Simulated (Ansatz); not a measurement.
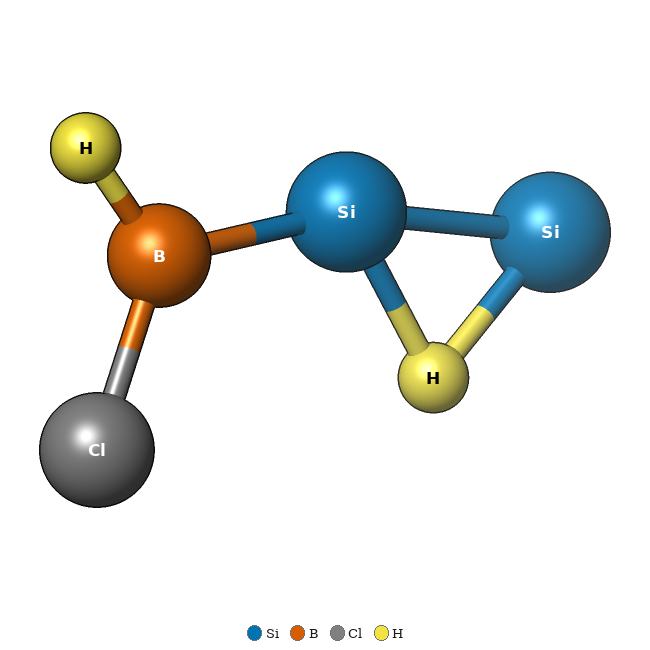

Ball-and-stick drawing of a structure. Every bond is drawn as one stick, whatever its order.

**Count the atoms of each element.**

BClH2Si2, 6 atoms: 1 boron, 1 chlorine, 2 hydrogen and 2 silicon.

**How many bonds of each kind are drawn?**

2 Si–H, 1 Si–Si, 1 B–Si, 1 B–Cl, 1 B–H. Sticks follow a distance rule.

**Give the symmetry (Schoenflies symbol).**

Cs.

More results for the same structure follow; atom numbers are the same in all pictures, views and colours differ. The geometry was computed by an optimisation with PBE0-D4/def2-TZVP. No frequency run is at hand to confirm it as a minimum.

**Electronic properties**

No frequency run is at hand to confirm it as a minimum. Level of theory: RKS PBE0-D4/def2-TZVPP (Ansatz 0.2.0).

**Estimate the HOMO–LUMO gap.**

3.31 eV.

**Give the HOMO energy (Kohn–Sham orbital) at this level.**

−6.36 eV.

**Dipole moment**

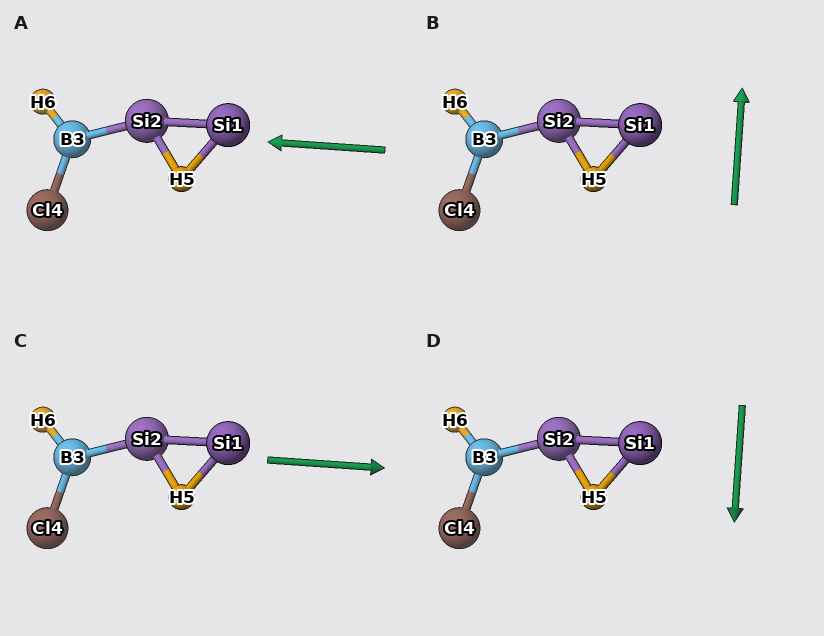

The same molecule four times, each with an arrow. No frequency run is at hand to confirm it as a minimum. Level of theory: RKS PBE0-D4/def2-TZVP (Ansatz 0.2.0).

**Which arrow points along the dipole moment, from the negative to the positive end?**

B. The dipole moment is 0.62 D; it points from the side of Cl4 to the side of H6 (the outermost atoms at the two ends).

**Charges**

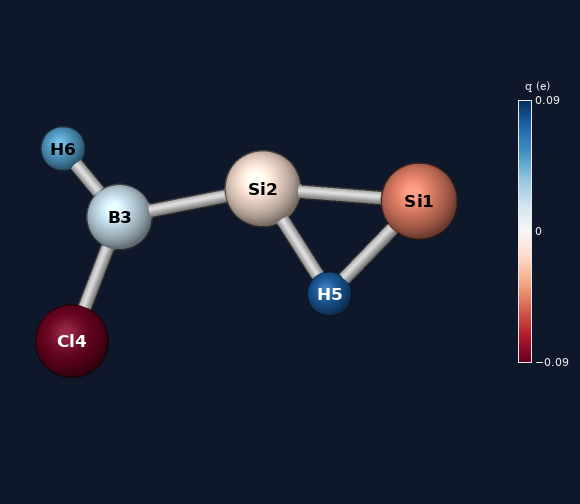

Atoms are coloured by their Mulliken charges. No frequency run is at hand to confirm it as a minimum. Method: RKS PBE0-D4/def2-TZVP (Ansatz 0.2.0).

List the Mulliken charges.

```json
{"atom": "Si1", "value (e)": "−0.05"}
{"atom": "Si2", "value (e)": "−0.01"}
{"atom": "B3", "value (e)": "0.02"}
{"atom": "Cl4", "value (e)": "−0.09"}
{"atom": "H5", "value (e)": "0.08"}
{"atom": "H6", "value (e)": "0.05"}
```

Mulliken values depend strongly on the basis set and can even reverse the polarity of a bond.
